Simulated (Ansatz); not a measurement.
## Electronic structure of C₄H₅NO₂ (SMILES N#CCCOC=O) in real space

The calculation's input:

```
crystal:
  periodic: [false, false, false]
  atoms:
    - symbol: C
      position_ang: [1.609307, -0.417284, -1.292799]
    - symbol: C
      position_ang: [1.107453, -1.016884, -0.062684]
    - symbol: C
      position_ang: [-0.244037, -1.702312, -0.232097]
    - symbol: C
      position_ang: [-1.751818, 0.047511, 0.160595]
    - symbol: "N"
      position_ang: [2.001088, 0.054368, -2.273659]
    - symbol: O
      position_ang: [-1.238208, -0.812984, -0.719529]
    - symbol: O
      position_ang: [-1.436351, 0.129887, 1.312680]
    - symbol: H
      position_ang: [1.841154, -1.757758, 0.294169]
    - symbol: H
      position_ang: [1.031054, -0.239963, 0.713848]
    - symbol: H
      position_ang: [-0.186158, -2.509066, -0.973820]
    - symbol: H
      position_ang: [-0.555941, -2.115162, 0.739045]
    - symbol: H
      position_ang: [-2.518030, 0.671754, -0.341883]
basis:
  gaussian:
    orbitals: def2-SVPD
hamiltonian:
  xc: pbe0
output: {forces: true, orbitals: {seedname: orbitals}}
```

Run with:

```sh
ansatz run input.yaml --threads 2 --pin off --max-ram 4350MiB --events-out events.jsonl --progress --plain --runs-dir runs
```

Geometry: PBE0-D3(BJ)/def2-SVP.

All numbers below come from Ansatz 0.2.0, isolated molecule in a Gaussian basis; Kohn-Sham density functional theory, functional PBE0.

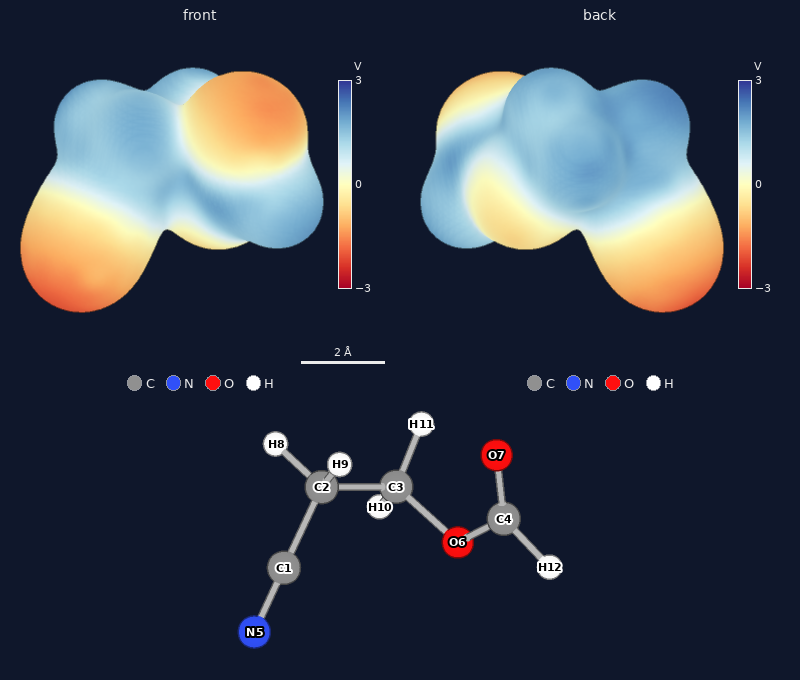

Figure 1. The electrostatic potential painted on the density surface at 0.004 e/bohr³, seen from the front and from behind; the colour scale runs from red (negative) to blue (positive). The bare structure is drawn below in the same view.

Where is the surface potential most negative and most positive?

The most negative region (about −2.0 V) lies over N5, the most positive (about +2.1 V) over H8. N5 is the likeliest acceptor of a hydrogen bond.

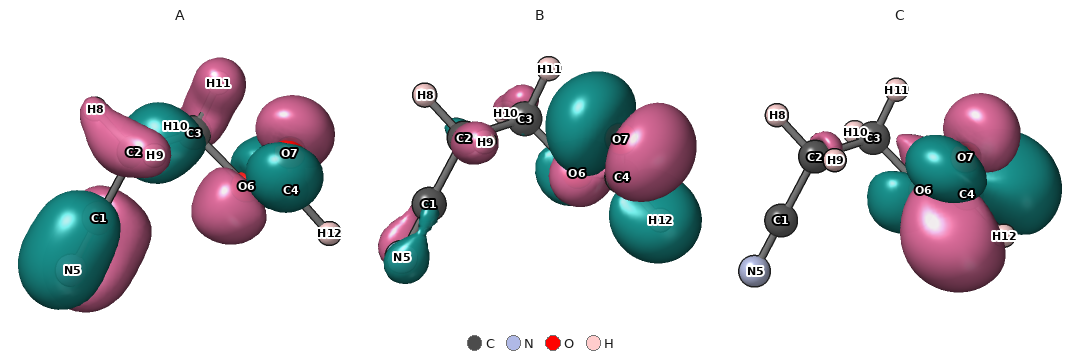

Figure 2. Three frontier orbitals at ±0.1 Å⁻³ᐟ² (teal and pink are the two phases), in no order.

Order the three orbitals by energy and name them.

A is the HOMO−1 (−9.44 eV). By Hirshfeld shares it lies mainly on N5 (about 25 %), O6 (about 20 %), O7 (about 15 %), C1 (about 15 %), C2 (about 10 %) and C3 (about 10 %). B is the HOMO (−8.88 eV). Its weight (Hirshfeld) is mainly on O7 (about 60 %), C4 (about 10 %), O6 (about 10 %) and H12 (about 5 %). C is the LUMO (−0.58 eV). By Hirshfeld shares it lies mainly on C4 (about 45 %), O7 (about 25 %), O6 (about 10 %) and H12 (about 10 %); π-antibonding (π*) across C4–O7.

What is the HOMO–LUMO gap?

8.30 eV between the orbital energies.

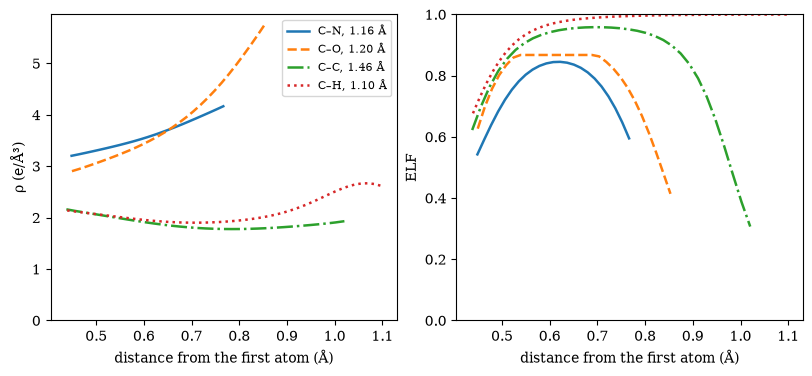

Figure 3. Electron density and electron localisation function along straight lines between neighbouring atoms. The curves leave out the atomic cores.

What can be read from the curves?

C–N (1.16 Å): ρ is about 3.5 e/Å³ halfway; the ELF peaks at about 0.85 between the atoms (a short, multiple covalent bond).
C–O (1.20 Å): ρ is about 3.4 e/Å³ halfway; the ELF peaks at about 0.85 between the atoms (a multiple bond).
C–C (1.46 Å): the density is about 1.8 e/Å³ at the midpoint; the ELF peaks at about 0.95 between the atoms; localised, covalent bonding.
C–H (1.10 Å): ρ at the midpoint is about 2 e/Å³; the ELF climbs to about 1 towards the hydrogen, as it does in any bond to H; a covalent bond by its length.

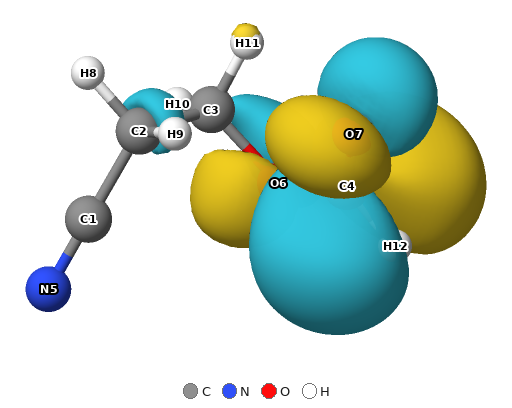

Figure 4. One frontier orbital at ±0.08 Å⁻³ᐟ² (yellow and cyan are the two phases), seen at a tilt.

Which orbital is it: HOMO or LUMO?

The LUMO, at −0.58 eV. Its weight (Hirshfeld) is mainly on C4 (about 45 %), O7 (about 25 %), O6 (about 10 %) and H12 (about 10 %); π-antibonding (π*) across C4–O7.
